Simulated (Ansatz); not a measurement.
# Converging the k-point mesh at a smearing width of 0.05 eV: Ir (Fm-3m, 1 atom in the cell)

```
CELL_PARAMETERS angstrom
      0.00000     1.91040     1.91040
      1.91040     0.00000     1.91040
      1.91040     1.91040     0.00000
ATOMIC_POSITIONS crystal
  Ir 0.00000 0.00000 0.00000
```

Method of the run: PBE (plane waves, PAW; Ansatz, an electronic-structure program).

Base settings: basis.ecutwfc = 420 eV; kpoints.mp_grid.grid = 15 15 15; hamiltonian.xc = pbe; hamiltonian.pseudopotentials = {kind: paw} (the program's default PAW files); scf.occupations.method = gaussian; scf.occupations.width = 0.1 eV.

In this ladder: scf.occupations.width = 0.05 eV.

The second cell is the first with its lattice scaled by 0.98.

Only quantities that move along the ladder and can be compared are tabulated.

The count of work is k-points × plane waves × bands × iterations; it is no time. 

The starting cell has typed, rounded lattice constants, without a prior relaxation at this level. Its lattice was rescaled by up to half a per cent. Spin polarisation is off. In the base run, with a pressure of about 15 GPa the cell is away from its equilibrium volume at this level. Ansatz's pressure includes its estimate of the finite-basis (Pulay) stress.

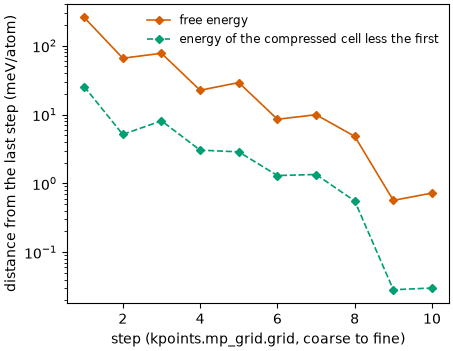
Figure: Distance from the last step along the ladder; very small values are drawn at a floor.

| kpoints.mp_grid.grid | free energy less the last step's (meV/atom) | energy of the compressed cell less the first (meV/atom) | pressure (GPa) | count of work / last |
|---|---|---|---|---|
| 5 5 5 | 257.38 | 173.28 | 19.45 | 0.0088 |
| 6 6 6 | 65.82 | 152.94 | 15.80 | 0.014 |
| 8 8 8 | 77.63 | 155.90 | 16.39 | 0.025 |
| 9 9 9 | -22.53 | 144.77 | 14.36 | 0.031 |
| 11 11 11 | 29.14 | 150.67 | 15.43 | 0.049 |
| 13 13 13 | 8.54 | 149.10 | 15.16 | 0.074 |
| 16 16 16 | 9.94 | 149.15 | 15.18 | 0.13 |
| 20 20 20 | -4.82 | 147.25 | 14.81 | 0.22 |
| 24 24 24 | 0.57 | 147.83 | 14.93 | 0.36 |
| 29 29 29 | -0.72 | 147.77 | 14.92 | 0.60 |
| 35 35 35 | 0.00 | 147.80 | 14.92 | 1.0 |

Coarsest kpoints.mp_grid.grid that holds the energy of the compressed cell less the first within 2 meV/atom of the last step, with all finer ones: 13 13 13, at 0.074 of the last step's count of work; the step before is off by 2.9 meV/atom.

Coarsest kpoints.mp_grid.grid that holds the pressure within 0.2 GPa of the last step, with all finer ones: 20 20 20, at 0.22 of the last step's count of work; the step before is off by 0.26 GPa.

Coarsest kpoints.mp_grid.grid that holds the free energy within 2 meV/atom of the last step, with all finer ones: 24 24 24, at 0.36 of the last step's count of work; the step before is off by 4.8 meV/atom.

The energy difference between the two cells stays within 1 meV/atom of the last step's from 20 20 20 on, the total only from 24 24 24 on: much of the error is common to both cells and cancels.

Two neighbours can agree and both be off: 13 13 13 and 16 16 16 differ by 0.04 meV/atom in the energy of the compressed cell less the first, yet lie about 1.3 meV/atom from the last step.

Keys are those of Ansatz 0.2.
